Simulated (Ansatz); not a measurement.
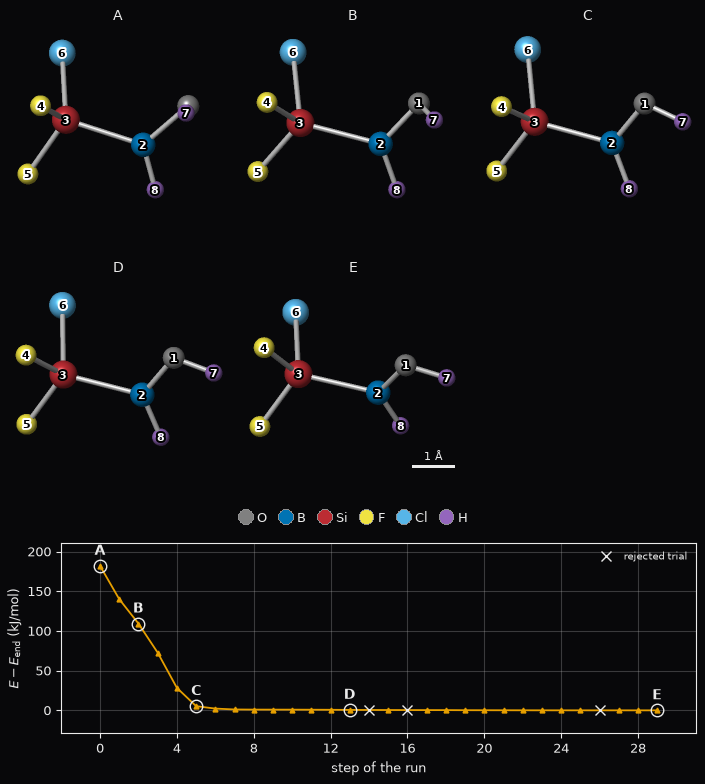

Frames of a relaxation of BSiH₂OClF₂, marked on the history of the run. Style: ball-and-stick. Shown at a tilt.

The run prepares an end point of a later path (torsion) calculation, from a guessed geometry.

Theory: Ansatz 0.2.0, RKS PBE-D4/STO-3G. Settings: no spin polarisation; force threshold 0.015 eV/Å; at most 40 steps.

> Describe the path.

The atom that moves furthest after the best rigid fit is H7 (0.78 Å). By element the largest moves are H 0.78 Å, O 0.76 Å, F 0.40 Å, Cl 0.26 Å, B 0.18 Å, Si 0.10 Å. Near-neighbour distances that change, for instance: O1–B2 1.524 → 1.361 Å, Si3–Cl6 2.076 → 2.159 Å, Si3–F5 1.705 → 1.646 Å, B2–H8 1.152 → 1.184 Å. Bond angles that change, for instance: B2–Si3–F4 108.6° → 117.4°, B2–O1–H7 102.0° → 109.6°, F4–Si3–Cl6 113.8° → 106.3°. Groups turn about O1–B2 by about 90°, B2–Si3 by about 35°. After 26 accepted moves (29 points after the start) the energy has fallen by 182.0 kJ/mol. The largest force component goes from 4.3 to 0.01 eV/Å. The line search rejected the trial steps at points 14, 16, 26 of the run. Cost: 29 s on 1 thread of AMD EPYC 9R45 96-Core Processor (Zen 5), on a shared host, peak memory 0.19 GiB. From step 0 to 2: H7 moves most (0.36 Å), energy −72.7 kJ/mol. From step 2 to 5: H7 moves most (0.53 Å), energy −104.0 kJ/mol. From step 5 to 13: H8 moves most (0.24 Å), energy −4.73 kJ/mol. From step 13 to 29: H8 moves most (0.47 Å), energy −0.56 kJ/mol.

Limits of the set-up: STO-3G is a minimal basis, so the numbers are rough.
